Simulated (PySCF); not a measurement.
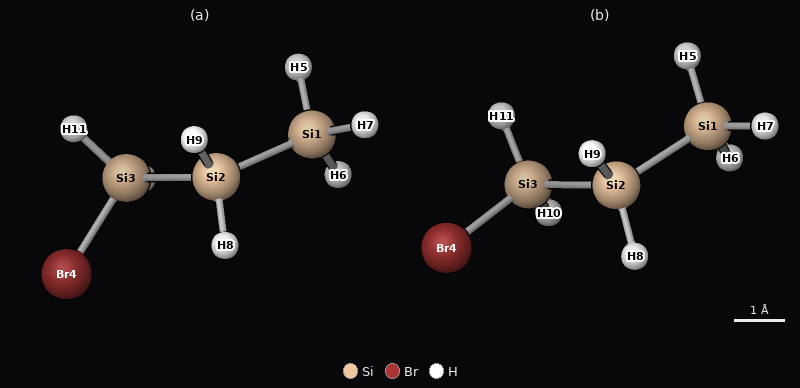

The structure of Si$_{3}$H$_{7}$Br before (left) and after (right) a relaxation, at one scale.

Style: ball-and-stick. Shown from a free direction.

The start comes from GFN2-xTB. Its atoms were then displaced at random by about 0.01 Å.

Method: PySCF 2.14.0, density-fitted response routines, PBE0-D3(BJ)/def2-SVP geometry optimisation, gas phase. 

### What changed between the two?

Br4 moves most after the best rigid fit: 0.87 Å. Largest moves by element: Br 0.87 Å, H 0.80 Å, Si 0.19 Å. Some distances before and after: Si1–Si2 2.293 → 2.346 Å, Si1–H6 1.444 → 1.495 Å, Si2–H9 1.454 → 1.496 Å, Si3–H11 1.454 → 1.493 Å. Among the angles between lasting bonds that change: Br4–Si3–H10 100.5° → 108.2°, Br4–Si3–H11 100.7° → 108.1°, Si2–Si3–H11 118.7° → 111.9°. Groups turn about Si2–Si3 by about 35°. The energy falls by 25.8 kJ/mol in 19 geometry steps.
